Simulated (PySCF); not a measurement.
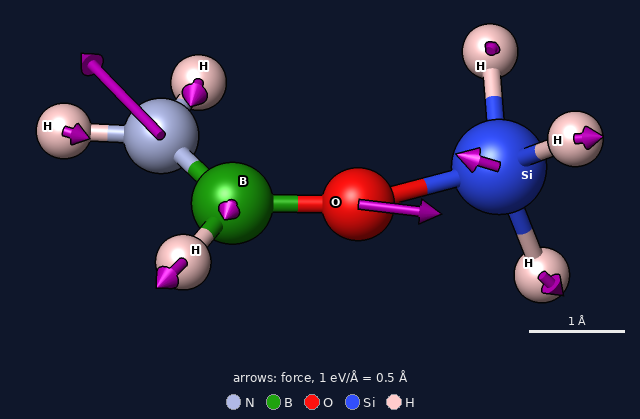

Starting geometry of BSiNH6O with the computed forces as purple arrows. A ball-and-stick model, seen from a free direction.

The start comes from GFN2-xTB. Its atoms were then displaced at random by about 0.01 Å.

Level of theory: PBE0-D3(BJ)/def2-SVP geometry optimisation, gas phase (PySCF 2.14.0, density-fitted response routines). 

### What follows when this structure is relaxed?

It isn't relaxed: the largest force vector, on the N atom, is 3.31 eV/Å. The final displacements have little in common with the starting forces (cosine between the two patterns 0.13). An H atom moves most after the best rigid fit: 0.32 Å. By element the largest moves are H 0.32 Å, O 0.26 Å, N 0.12 Å, Si 0.10 Å, B 0.06 Å. Among the contacts that change: B–O 1.325 → 1.371 Å, B–H 1.171 → 1.211 Å, B–N 1.361 → 1.402 Å, H–Si 1.461 → 1.489 Å. Among the angles between lasting bonds that change: B–O–Si 157.0° → 139.3°, H–Si–H 115.3° → 109.7°, B–N–H 125.5° → 121.6°. The energy falls by 4.88 kcal/mol in 11 geometry steps.
